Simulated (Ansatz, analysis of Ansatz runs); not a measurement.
## Does the charge change how H moves in MgH2 (P4_2/mnm)?

Aim: compare the barrier of one jump in MgH2 (P4_2/mnm) across charge states. The case: V_H hop (2.5 Å), in a cell of 72 host atoms with 1 H taken out.

Method: migration barriers of one hop by charge state from climbing-image bands, r2SCAN; no image-charge correction, which largely cancels along a path, in analysis of Ansatz runs 0.2.0.

## (1) The starting structure

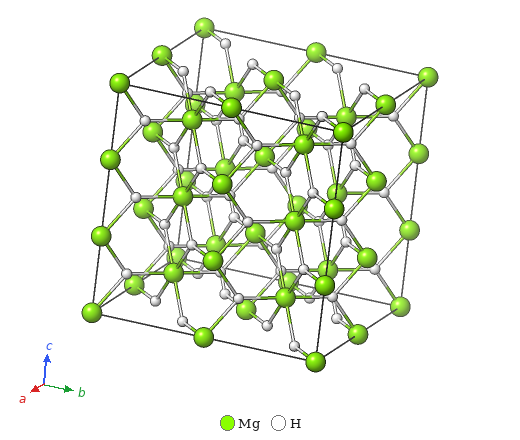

The starting structure, seen from a free direction (magnesium green, hydrogen white). Some periodic images of atoms are drawn too.

The cell holds 71 atoms: 24 Mg and 47 H. Cell: a = 8.970 Å, b = 8.970 Å, c = 8.990 Å, α = 90.0°, β = 90.0°, γ = 90.0°. It derives from MgH2 (space group P4_2/mnm). Nearest the centre at fractional (0.500, 0.500, 0.500): H47 at 1.24 Å, Mg67 at 1.50 Å, Mg61 at 1.50 Å, H15 at 2.44 Å, H70 at 2.44 Å, H64 at 2.44 Å, H9 at 2.44 Å, Mg25 at 3.17 Å.

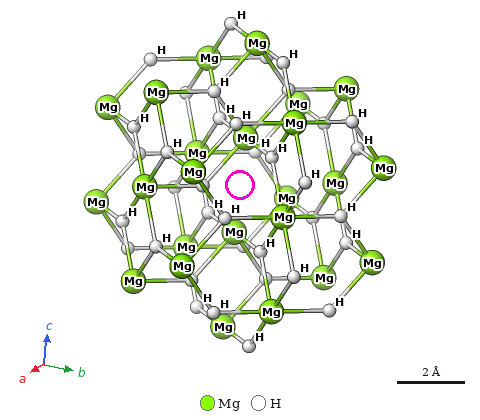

The atoms within 5 Å of the centre. A ring marks the centre wherever it is empty.

Coordinates:

```xyz
71
Lattice="8.9700 0.0000 0.0000 0.0000 8.9700 0.0000 0.0000 0.0000 8.9896" Properties=species:S:1:pos:R:3 pbc="T T T"
Mg    2.2425    2.2425    1.4983
Mg    0.0000    0.0000    0.0000
H     3.1188    3.1188    0.0000
H     3.6087    0.8763    1.4983
H     1.3662    1.3662    0.0000
H     0.8763    3.6087    1.4983
Mg    2.2425    2.2425    4.4948
Mg    0.0000    0.0000    2.9965
H     3.1188    3.1188    2.9965
H     3.6087    0.8763    4.4948
H     1.3662    1.3662    2.9965
H     0.8763    3.6087    4.4948
Mg    2.2425    2.2425    7.4914
Mg    0.0000    0.0000    5.9931
H     3.1188    3.1188    5.9931
H     3.6087    0.8763    7.4914
H     1.3662    1.3662    5.9931
H     0.8763    3.6087    7.4914
Mg    2.2425    6.7275    1.4983
Mg    0.0000    4.4850    0.0000
H     3.1188    7.6038    0.0000
H     3.6087    5.3613    1.4983
H     1.3662    5.8512    0.0000
H     0.8763    8.0937    1.4983
Mg    2.2425    6.7275    4.4948
Mg    0.0000    4.4850    2.9965
H     3.1188    7.6038    2.9965
H     1.3662    5.8512    2.9965
H     0.8763    8.0937    4.4948
Mg    2.2425    6.7275    7.4914
Mg    0.0000    4.4850    5.9931
H     3.1188    7.6038    5.9931
H     3.6087    5.3613    7.4914
H     1.3662    5.8512    5.9931
H     0.8763    8.0937    7.4914
Mg    6.7275    2.2425    1.4983
Mg    4.4850    0.0000    0.0000
H     7.6038    3.1188    0.0000
H     8.0937    0.8763    1.4983
H     5.8512    1.3662    0.0000
H     5.3613    3.6087    1.4983
Mg    6.7275    2.2425    4.4948
Mg    4.4850    0.0000    2.9965
H     7.6038    3.1188    2.9965
H     8.0937    0.8763    4.4948
H     5.8512    1.3662    2.9965
H     5.3613    3.6087    4.4948
Mg    6.7275    2.2425    7.4914
Mg    4.4850    0.0000    5.9931
H     7.6038    3.1188    5.9931
H     8.0937    0.8763    7.4914
H     5.8512    1.3662    5.9931
H     5.3613    3.6087    7.4914
Mg    6.7275    6.7275    1.4983
Mg    4.4850    4.4850    0.0000
H     7.6038    7.6038    0.0000
H     8.0937    5.3613    1.4983
H     5.8512    5.8512    0.0000
H     5.3613    8.0937    1.4983
Mg    6.7275    6.7275    4.4948
Mg    4.4850    4.4850    2.9965
H     7.6038    7.6038    2.9965
H     8.0937    5.3613    4.4948
H     5.8512    5.8512    2.9965
H     5.3613    8.0937    4.4948
Mg    6.7275    6.7275    7.4914
Mg    4.4850    4.4850    5.9931
H     7.6038    7.6038    5.9931
H     8.0937    5.3613    7.4914
H     5.8512    5.8512    5.9931
H     5.3613    8.0937    7.4914
```

The cell's shortest repeat is 9.0 Å.

## (2) The bands

Climbing-image bands with Ansatz at the zone centre alone, on 4 threads of Arm Neoverse V2, shared host:

```tsv
charge	moment (μB)	images	iterations	energies along the band (eV)	time
+1	0	5	4	0.00, 0.11, 0.29, 0.38, 0.29, 0.11, 0.00	6 min
0	1	5	5	0.00, 0.24, 0.82, 1.24, 0.82, 0.24, 0.00	19 min
```

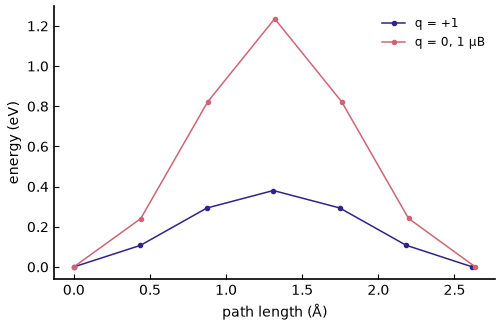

Energy along the path, by charge.

## (3) Barriers and rates

Arrhenius rates with an assumed prefactor of 1e13 per second. The hop rate by temperature:

```tsv
temperature (K)	charge +1 (1/s)	charge +0, moment 1 (1/s)
200	2596	7.2e-19
300	4.1e6	1.7e-8
400	1.6e8	0.00269
600	6.4e9	417
800	4.0e10	1.6e5
1000	1.2e11	5.9e6
```

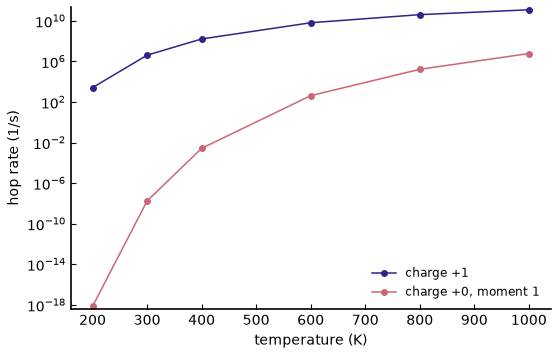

Hop rate, plotted against temperature.

## (4) Summary of results

| Item | Value |
| --- | --- |
| barrier at charge plus 1 | 0.38 eV |
| barrier at charge 0, 1 μB | 1.24 eV |

The barrier is lowest at charge +1 (0.38 eV) and highest at 0 (1.24 eV). No image-charge correction is applied. What this leaves open: sampling at the zone centre alone can move energies of charged and open-shell states by tenths of an eV or more in cells of this size; periodic copies of the defect are only 9.0 Å apart.

[Logs are printed without paths, hosts, clocks, repeated set-up lines and the standing remarks that a program may print on its own settings, such as how far it seeks lower states.]

[Hosts, paths, dates, database ids (printed as entryN), source tags and the programs' standing remarks are cut or masked in the printed files.]
